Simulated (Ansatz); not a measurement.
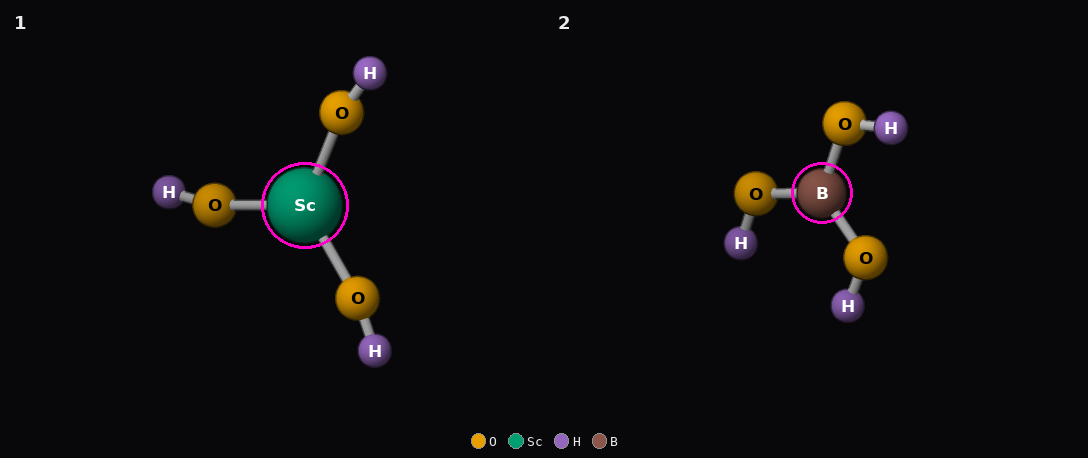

2 molecules with one skeleton, seen from the same side and at one scale; the atom that differs is circled. Charge 0, singlet. Computed geometries: PBE0-D4/def2-TZVP optimisations, one conformation each. Properties computed with Ansatz 0.2.0.

One atom differs, called X below: Sc in panel 1, B in panel 2. Their formulas are H3O3Sc (`[OH][Sc]([OH])[OH]`), BH3O3 (`OB(O)O`).

In which is the HOMO energy (Kohn–Sham orbital) higher (B3LYP-D4/def2-TZVPP)?

In panel 1 (X = Sc).

In which is the HOMO–LUMO gap larger (B3LYP-D4/def2-TZVPP)?

In panel 2 (X = B).

Give the values. With PBE0-D4/def2-TZVP: mean length of X–O (Å), smallest angle O–X–O (°), largest angle O–X–O (°). With B3LYP-D4/def2-TZVPP: HOMO energy (Kohn–Sham orbital) (eV), HOMO–LUMO gap (eV), dipole moment (D).

```tsv
quantity	1 (Sc)	2 (B)	2 − 1
mean length of X–O (Å)	1.872	1.368	−0.504
smallest angle O–X–O (°)	120.0	116.5	−3.5
largest angle O–X–O (°)	120.0	125.2	+5.2
HOMO energy (Kohn–Sham orbital) (eV)	−7.91	−8.91	−1.00
HOMO–LUMO gap (eV)	6.15	8.63	+2.48
dipole moment (D)	0.00	2.97	+2.97
```
